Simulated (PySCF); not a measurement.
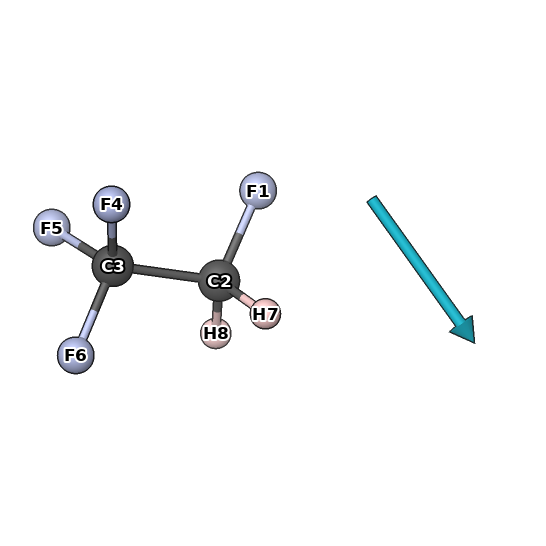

The arrow beside the molecule shows the direction of the dipole moment, from the negative to the positive end (its length means nothing). Computed geometry: PBE0-D3(BJ)/def2-SVP optimisation. No frequency run is at hand to confirm it as a minimum. Properties computed with mPW1PW91/pcSseg-2, gas phase (PySCF 2.14.0).

Estimate the dipole moment.

2.01 D; it points from the side of F4, F5 to the side of H7, H8 (the outermost atoms at the two ends).
